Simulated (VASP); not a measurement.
# ZrIr2: convergence with the k-mesh and number of MPI ranks, part 2 of 3

How sensitive are energy and pressure of ZrIr2 to the k-mesh and number of MPI ranks? The series runs use r2SCAN. The start is a cell from a database of measured crystal structures.

VASP 6.6.1; r2SCAN; plane waves and PAW (Zr_sv, Ir).

So far. Step 5 (K-mesh: 5 5 5): Against the run before the energy moves by -13.06 meV an atom and the pressure by -0.13 GPa, after 15 cycles in 31 s.

### Step 6. K-mesh: 6 6 6

The input, INCAR:

```
SYSTEM = ZrIr2
PREC = Accurate
ENCUT = 400
EDIFF = 1E-06
NELM = 100
ISMEAR = -1
SIGMA = 0.05
LREAL = .FALSE.
ALGO = Normal
METAGGA = R2SCAN
LASPH = .TRUE.
NBANDS = 37
LORBIT = 11
LWAVE = .FALSE.
LCHARG = .FALSE.
KPAR = 8
ISIF = 2
```

The input, POSCAR:

```
ZrIr2
1.0
    0.0000000000      3.6795000000      3.6795000000
    3.6795000000      0.0000000000      3.6795000000
    3.6795000000      3.6795000000      0.0000000000
Zr Ir
2 4
Direct
    0.0000000000      0.0000000000      0.0000000000
    0.2500000000      0.2500000000      0.2500000000
    0.6250000000      0.6250000000      0.6250000000
    0.1250000000      0.6250000000      0.6250000000
    0.6250000000      0.6250000000      0.1250000000
    0.6250000000      0.1250000000      0.6250000000
```

The input, KPOINTS:

```
Automatic mesh
0
Gamma
6 6 6
0 0 0
```

Potentials, in the order of the species: Zr_sv and Ir (PBE family, release 64).

Command:

```bash
$ mpirun -np 8 vasp_std
```

What it wrote:

```text
[... set-up lines as in an earlier step ...]
 entering main loop
       N       E                     dE             d eps       ncg     rms          rms(c)
DAV:   1     0.414478747120E+03    0.41448E+03   -0.25613E+04  1184   0.139E+03
DAV:   2    -0.226589341801E+03   -0.64107E+03   -0.62287E+03  1189   0.482E+02
DAV:   3    -0.277423406343E+03   -0.50834E+02   -0.48404E+02  1851   0.124E+02
DAV:   4    -0.282331554121E+03   -0.49081E+01   -0.48545E+01  1979   0.300E+01
[...]
DAV:  13    -0.259549890312E+03   -0.48113E-04   -0.73526E-05  1368   0.525E-02    0.133E-02
DAV:  14    -0.259549882278E+03    0.80340E-05   -0.15482E-05  1770   0.265E-02    0.313E-03
DAV:  15    -0.259549881693E+03    0.58493E-06   -0.75871E-07   832   0.589E-03
   1 F= -.25954988E+03 E0= -.25952891E+03  d E =-.419433E-01
```

Elapsed: 35 s, on 8 MPI ranks of Intel Xeon 6975P-C (Granite Rapids), shared host; peak memory 1.8 GiB.

From OUTCAR (step 6):

```text
  Total        2.3821361      2.3821361      2.3821361      0.0000000     -0.0000000      0.0000000
  in kB       38.3072283     38.3072283     38.3072283      0.0000000     -0.0000000      0.0000000
  external PRESSURE =      38.3072283 kB  Pullay stress =       0.0000000 kB

 POSITION                                       TOTAL-FORCE (eV/Angst)
 -----------------------------------------------------------------------------------
      0.00000      0.00000      0.00000        -0.000000     -0.000000     -0.000000
      1.83975      1.83975      1.83975         0.000000      0.000000      0.000000
      4.59938      4.59938      4.59938         0.000000     -0.000000     -0.000000
      4.59938      2.75963      2.75963         0.000000     -0.000000     -0.000000
      2.75963      2.75963      4.59938         0.000000     -0.000000     -0.000000
      2.75963      4.59938      2.75963         0.000000     -0.000000     -0.000000
 -----------------------------------------------------------------------------------
    total drift:                                0.000000      0.000000      0.000000

  FREE ENERGIE OF THE ION-ELECTRON SYSTEM (eV)
  ---------------------------------------------------
  free  energy   TOTEN  =      -259.5498816932 eV

  energy  without entropy=     -259.5079383595  energy(sigma->0) =     -259.52891003

[... 1 part as in an earlier step ...]

[... 2 further parts left out ...]
[key lines of the parts left out:]
E-fermi :  10.1241
```

Against the run before the energy moves by +6.84 meV an atom and the pressure by +0.08 GPa, after 15 cycles in 35 s.

### Step 7. K-mesh: 8 8 8

INCAR is that of step 6.

POSCAR is that of step 6.

The input, KPOINTS:

```
Automatic mesh
0
Gamma
8 8 8
0 0 0
```

Command:

```bash
$ mpirun -np 8 vasp_std
```

What it wrote:

```text
[... set-up lines as in an earlier step ...]
 entering main loop
       N       E                     dE             d eps       ncg     rms          rms(c)
DAV:   1     0.405813387827E+03    0.40581E+03   -0.25315E+04  2146   0.139E+03
DAV:   2    -0.225576302858E+03   -0.63139E+03   -0.61313E+03  2159   0.479E+02
DAV:   3    -0.277800960979E+03   -0.52225E+02   -0.49755E+02  3443   0.124E+02
DAV:   4    -0.282311521887E+03   -0.45106E+01   -0.44622E+01  3492   0.290E+01
[...]
DAV:  14    -0.259538854812E+03    0.11613E-05   -0.17155E-05  3255   0.223E-02    0.804E-03
DAV:  15    -0.259538853727E+03    0.10854E-05   -0.24411E-06  1988   0.854E-03    0.171E-03
DAV:  16    -0.259538853509E+03    0.21820E-06   -0.26148E-07  1438   0.394E-03
   1 F= -.25953885E+03 E0= -.25951376E+03  d E =-.501860E-01
```

Wall time 57 s (8 MPI ranks); peak memory 2 GiB; 5.9 min of CPU time.

OUTCAR, selected parts (step 7):

```text
  Total        2.4114330      2.4114330      2.4114330      0.0000000      0.0000000      0.0000000
  in kB       38.7783534     38.7783534     38.7783534      0.0000000      0.0000000      0.0000000
  external PRESSURE =      38.7783534 kB  Pullay stress =       0.0000000 kB

 POSITION                                       TOTAL-FORCE (eV/Angst)
 -----------------------------------------------------------------------------------
      0.00000      0.00000      0.00000         0.000000      0.000000      0.000000
      1.83975      1.83975      1.83975        -0.000000     -0.000000     -0.000000
      4.59938      4.59938      4.59938         0.000000      0.000000      0.000000
      4.59938      2.75963      2.75963         0.000000      0.000000      0.000000
      2.75963      2.75963      4.59938         0.000000      0.000000      0.000000
      2.75963      4.59938      2.75963         0.000000      0.000000      0.000000
 -----------------------------------------------------------------------------------
    total drift:                                0.000000      0.000000      0.000000

  FREE ENERGIE OF THE ION-ELECTRON SYSTEM (eV)
  ---------------------------------------------------
  free  energy   TOTEN  =      -259.5388535088 eV

  energy  without entropy=     -259.4886675442  energy(sigma->0) =     -259.51376053

[... 1 part as in an earlier step ...]

[... 2 further parts left out ...]
[key lines of the parts left out:]
E-fermi :  10.1239
```

Against the run before the energy moves by +2.52 meV an atom and the pressure by +0.05 GPa, after 16 cycles in 57 s.

### Step 8. K-mesh: 10 10 10

INCAR is that of step 7.

POSCAR is that of step 7.

The input, KPOINTS:

```
Automatic mesh
0
Gamma
10 10 10
0 0 0
```

Command:

```bash
$ mpirun -np 8 vasp_std
```

What it wrote:

```text
[... set-up lines as in an earlier step ...]
 entering main loop
       N       E                     dE             d eps       ncg     rms          rms(c)
DAV:   1     0.402057564829E+03    0.40206E+03   -0.25301E+04  3478   0.138E+03
DAV:   2    -0.227649946883E+03   -0.62971E+03   -0.61205E+03  3507   0.478E+02
DAV:   3    -0.278259849765E+03   -0.50610E+02   -0.48335E+02  5687   0.121E+02
DAV:   4    -0.282316432071E+03   -0.40566E+01   -0.40152E+01  5571   0.285E+01
[...]
DAV:  13    -0.259546307369E+03   -0.39559E-04   -0.13804E-04  4101   0.711E-02    0.971E-03
DAV:  14    -0.259546303094E+03    0.42742E-05   -0.11352E-05  5490   0.203E-02    0.671E-03
DAV:  15    -0.259546302196E+03    0.89876E-06   -0.21120E-06  3005   0.799E-03
   1 F= -.25954630E+03 E0= -.25952405E+03  d E =-.445073E-01
```

Elapsed: 77 s, on 8 MPI ranks; peak memory 2.1 GiB; 8 min of CPU time.

From OUTCAR (step 8):

```text
  Total        2.4222901      2.4222901      2.4222901     -0.0000000      0.0000000      0.0000000
  in kB       38.9529475     38.9529475     38.9529475     -0.0000000      0.0000000      0.0000000
  external PRESSURE =      38.9529475 kB  Pullay stress =       0.0000000 kB

  FREE ENERGIE OF THE ION-ELECTRON SYSTEM (eV)
  ---------------------------------------------------
  free  energy   TOTEN  =      -259.5463021956 eV

  energy  without entropy=     -259.5017949405  energy(sigma->0) =     -259.52404857

[... 2 parts as in an earlier step ...]

[... 2 further parts left out ...]
[key lines of the parts left out:]
E-fermi :  10.1290
```

Against the run before the energy moves by -1.71 meV an atom and the pressure by +0.02 GPa, after 15 cycles in 77 s.

### Step 9. The k-mesh series as a table

This step: convergence of r2SCAN results with the mesh; plane waves and PAW (VASP 6.6.1).

This step runs nothing: it gathers the runs above.

Differences are taken from the run with 10 10 10. Results of the series, by row:

```
 setting     status  energy less the reference (meV/atom)  pressure (GPa)  SCF cycles  wall time (s)
   2 2 2  converged                                 55.94           5.726          16           16.4
   3 3 3  converged                                 9.199           4.137          15           14.6
   4 4 4  converged                                 5.408           3.883          15           27.1
   5 5 5  converged                                -7.652           3.749          15           31.1
   6 6 6  converged                               -0.8102           3.831          15           35.1
   8 8 8  converged                                 1.715           3.878          16             57
10 10 10  converged                                     0           3.895          15           77.1
```

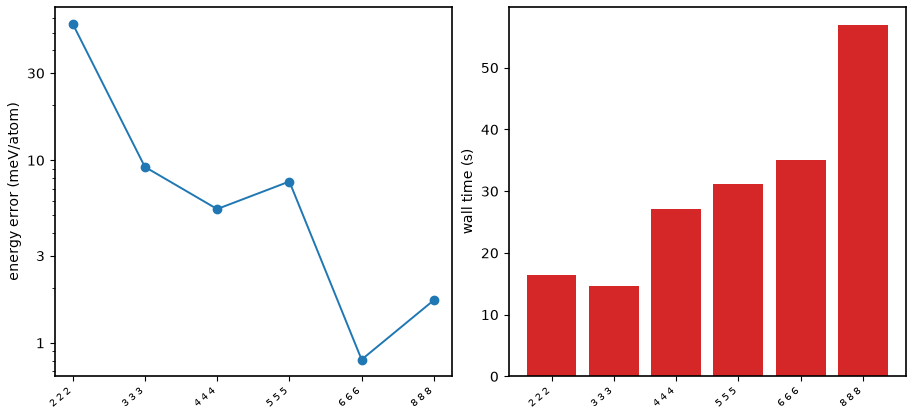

The energy error in size, against the reference run (errors under 0.01 are drawn at 0.01), and the wall time by setting.

### Step 10. Number of MPI ranks: 1 ranks

This step: r2SCAN; plane waves and PAW (Zr_sv, Ir) (VASP 6.6.1).

The same run on more MPI ranks shows how well it scales.

Edit INCAR of step 8 so:

```diff
@@ -15,3 +15,2 @@
 LCHARG = .FALSE.
-KPAR = 8
 ISIF = 2
```

POSCAR is that of step 8.

The input, KPOINTS:

```
Automatic mesh
0
Gamma
5 5 5
0 0 0
```

Command:

```bash
$ mpirun -np 1 vasp_std
```

What it wrote:

```text
[banner, memory and clock lines left out]
running    1 mpi-ranks, on    1 nodes
 distrk:  each k-point on    1 cores,    1 groups
 distr:  one band on    1 cores,    1 groups

 POSCAR found type information on POSCAR ZrIr
 POSCAR found :  2 types and       6 ions
 [... a notice as in an earlier step ...]

 LDA part: xc-table for (None), standard interpolation
 POSCAR, INCAR and KPOINTS ok, starting setup
 FFT: planning ... GRIDC
 FFT: planning ... GRID_SOFT
 FFT: planning ... GRID
 WAVECAR not read
 entering main loop
       N       E                     dE             d eps       ncg     rms          rms(c)
[... 7 cycles as in an earlier step ...]
DAV:   8    -0.259567531378E+03    0.52477E+00   -0.24437E+00  1218   0.102E+01    0.231E+00
DAV:   9    -0.259581898372E+03   -0.14367E-01   -0.13480E-01   982   0.221E+00    0.879E-01
[... 1 cycle as in an earlier step ...]
DAV:  11    -0.259585313454E+03    0.46935E-03   -0.83972E-03  1160   0.533E-01    0.729E-02
DAV:  12    -0.259585394148E+03   -0.80694E-04   -0.76398E-04  1091   0.162E-01    0.380E-02
DAV:  13    -0.259585404300E+03   -0.10152E-04   -0.12738E-04   992   0.631E-02    0.940E-03
DAV:  14    -0.259585400534E+03    0.37661E-05   -0.92156E-06  1078   0.184E-02    0.352E-03
DAV:  15    -0.259585400947E+03   -0.41329E-06   -0.57467E-07   528   0.532E-03
   1 F= -.25958540E+03 E0= -.25956996E+03  d E =-.308750E-01
```

The job ended after 74 s (1 MPI rank; peak memory 0.21 GiB).

From OUTCAR (step 10):

```text
   NELECT =      60.0000    total number of electrons

 E-fermi :  10.1659

 k-point     1 :       0.0000    0.0000    0.0000
  band No.  band energies     occupation
    ...
     27       9.0977      2.00000
     28       9.0977      2.00000
     29       9.1254      2.00000
     30       9.1254      2.00000
     31       9.1254      2.00000
     32      11.1533      0.00000
     33      11.8445      0.00000
     34      11.8445      0.00000
     35      11.8445      0.00000
     36      12.5114      0.00000
    ...

  Total        2.3314283      2.3314283      2.3314283     -0.0000000     -0.0000000      0.0000000
  in kB       37.4917954     37.4917954     37.4917954     -0.0000000     -0.0000000      0.0000000
  external PRESSURE =      37.4917954 kB  Pullay stress =       0.0000000 kB

 POSITION                                       TOTAL-FORCE (eV/Angst)
 -----------------------------------------------------------------------------------
      0.00000      0.00000      0.00000        -0.000000     -0.000000     -0.000000
      1.83975      1.83975      1.83975         0.000000      0.000000      0.000000
      4.59938      4.59938      4.59938        -0.000000      0.000000      0.000000
      4.59938      2.75963      2.75963        -0.000000      0.000000      0.000000
      2.75963      2.75963      4.59938        -0.000000      0.000000      0.000000
      2.75963      4.59938      2.75963        -0.000000      0.000000      0.000000
 -----------------------------------------------------------------------------------
    total drift:                                0.000000      0.000000      0.000000

  FREE ENERGIE OF THE ION-ELECTRON SYSTEM (eV)
  ---------------------------------------------------
  free  energy   TOTEN  =      -259.5854009468 eV

  energy  without entropy=     -259.5545259514  energy(sigma->0) =     -259.56996345

[... 8 parts as in an earlier step ...]

[... 9 further parts left out ...]
```

The k-mesh is coarse for a metal.

Numbers from this step:

- irreducible k points: 10
- free energy (TOTEN): -259.5854 eV
- energy at zero smearing: -259.5700 eV
- Fermi energy: 10.17 eV
- pressure: 3.749 GPa

The series starts at -43.2617 eV an atom and 3.75 GPa, after 15 cycles in 74 s.

### Step 11. Number of MPI ranks: 2 ranks

Edit INCAR of step 10 so:

```diff
@@ -15,2 +15,3 @@
 LCHARG = .FALSE.
+KPAR = 2
 ISIF = 2
```

POSCAR is that of step 10.

KPOINTS is that of step 10.

Command:

```bash
$ mpirun -np 2 vasp_std
```

What it wrote:

```text
[banner, memory and clock lines left out]
running    2 mpi-ranks, on    1 nodes
[...]
[... a notice as in an earlier step ...]

 LDA part: xc-table for (None), standard interpolation
 POSCAR, INCAR and KPOINTS ok, starting setup
[...]
entering main loop
       N       E                     dE             d eps       ncg     rms          rms(c)
[... 7 cycles as in an earlier step ...]
DAV:   8    -0.259567531377E+03    0.52477E+00   -0.24437E+00  1218   0.102E+01    0.231E+00
[... 3 cycles as in an earlier step ...]
DAV:  12    -0.259585394147E+03   -0.80693E-04   -0.76398E-04  1091   0.162E-01    0.380E-02
DAV:  13    -0.259585404301E+03   -0.10154E-04   -0.12738E-04   992   0.631E-02    0.940E-03
DAV:  14    -0.259585400533E+03    0.37677E-05   -0.92156E-06  1078   0.184E-02    0.352E-03
DAV:  15    -0.259585400947E+03   -0.41318E-06   -0.57467E-07   528   0.532E-03
   1 F= -.25958540E+03 E0= -.25956996E+03  d E =-.308750E-01
```

Run time: 44 s. Hardware: 2 MPI ranks; peak memory 0.41 GiB; 86 s of CPU time.

OUTCAR, selected parts (step 11):

```text
  Total        2.3314283      2.3314283      2.3314283     -0.0000000      0.0000000      0.0000000
  in kB       37.4917952     37.4917952     37.4917952     -0.0000000      0.0000000      0.0000000
  external PRESSURE =      37.4917952 kB  Pullay stress =       0.0000000 kB

 POSITION                                       TOTAL-FORCE (eV/Angst)
 -----------------------------------------------------------------------------------
      0.00000      0.00000      0.00000         0.000000     -0.000000      0.000000
      1.83975      1.83975      1.83975        -0.000000      0.000000     -0.000000
      4.59938      4.59938      4.59938         0.000000      0.000000     -0.000000
      4.59938      2.75963      2.75963         0.000000      0.000000     -0.000000
      2.75963      2.75963      4.59938         0.000000      0.000000     -0.000000
      2.75963      4.59938      2.75963         0.000000      0.000000     -0.000000
 -----------------------------------------------------------------------------------
    total drift:                                0.000000      0.000000      0.000000

  FREE ENERGIE OF THE ION-ELECTRON SYSTEM (eV)
  ---------------------------------------------------
  free  energy   TOTEN  =      -259.5854009467 eV

  energy  without entropy=     -259.5545259513  energy(sigma->0) =     -259.56996345

[... 2 parts as in an earlier step ...]

[... 1 further part left out ...]
[key lines of the parts left out:]
E-fermi :  10.1659
```

Against the first of the series the energy stays within 0.01 meV an atom and the pressure within 0.01 GPa, after 15 cycles in 44 s.

[end of part 2 of 3]

[Lines on the potential files, build, host, timing and source positions are cut from VASP's logs without a mark.]

[Logs are printed without paths, hosts, clocks, repeated set-up lines and the standing remarks that a program may print on its own settings, such as how far it seeks lower states.]

[Hosts, paths, dates, database ids (printed as entryN), source tags and the programs' standing remarks are cut or masked in the printed files.]

[A measured line is paired with the nearest computed mode of its activity, which favours agreement.]
